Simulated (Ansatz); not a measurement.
## BaTiO3 (P4/mmm): refractive index against wavelength

The refractive index of BaTiO3 (P4/mmm) along x below the direct gap (1.91 eV on the mesh) is read from one computed spectrum, n = √(Re ε). x, y and z are the Cartesian axes of the input cell.

Cell: a, b, c = 4.000, 4.000, 4.018 Å (primitive vectors), 5 atoms.

Method: Ansatz 0.2.0, PBE, independent particles, k-mesh 8×8×8 with interpolation inside its cells, Gaussian parameter 0.2 eV.

Launch of the response step: `ansatz run input.yaml --threads 4 --pin off --max-ram 8192MiB --backend cpu --events-out ev --progress --plain --runs-dir out`. The run took 22 s, on 4 threads of Arm Neoverse V2, on a shared host.

```
wavelength (nm)  photon energy E (eV)       n
           3000                 0.413  2.6260
           2000                 0.620  2.6382
           1550                 0.800  2.6535
           1310                 0.946  2.6697
           1064                 1.165       ?
```

In the single-oscillator model n² − 1 = E₀E_d/(E₀² − E²), so 1/(n² − 1) = E₀/E_d − E²/(E₀E_d) is linear in E².

Working, on the rows shown:

| x = E² (eV²) | y = 1/(n² − 1) |
| --- | --- |
| 0.170801 | 0.16961 |
| 0.384302 | 0.167782 |
| 0.639837 | 0.165534 |
| 0.895757 | 0.163204 |

Means: x̄ = 0.52267, ȳ = 0.16653. Σ(x − x̄)(y − ȳ) = -0.002615, Σ(x − x̄)² = 0.2959. Slope = -0.002615 / 0.2959 = -0.008837; intercept = ȳ − slope · x̄ = 0.17115. Turned back into n, the line misses the rows shown by at most 0.00025.

**Question.** Fill in the last column of the withheld row.

**Answer.** At x = 1.3578 the line gives y = 0.15915, that is 2.6988. The run gave 2.7015, so the extrapolation is off by 0.0027, 4 % of the range in the table.

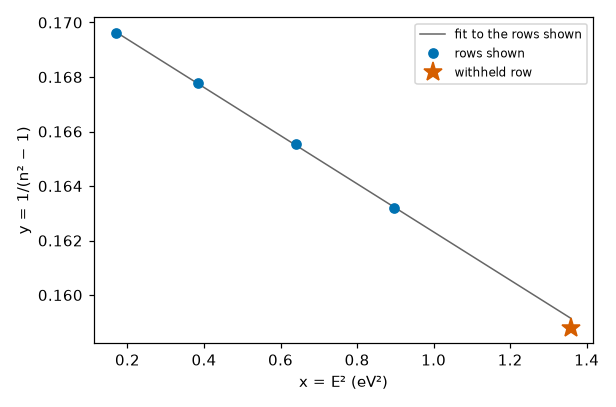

Refitted with all rows, the slope is -0.00913 and the intercept 0.17128. These give E₀ = √(intercept/−slope) = 4.33 eV and E_d = E₀/intercept = 25.3 eV; E₀ is 2.3 times the direct gap. The electronic limit at long wavelengths, without lattice vibrations, is n = √(1 + 1/intercept) = 2.615. Excitons are left out and so are local fields; PBE gaps are as a rule too small. Spin-orbit coupling is left out.

[Logs are printed without paths, hosts, clocks, repeated set-up lines and the standing remarks that a program may print on its own settings, such as how far it seeks lower states.]
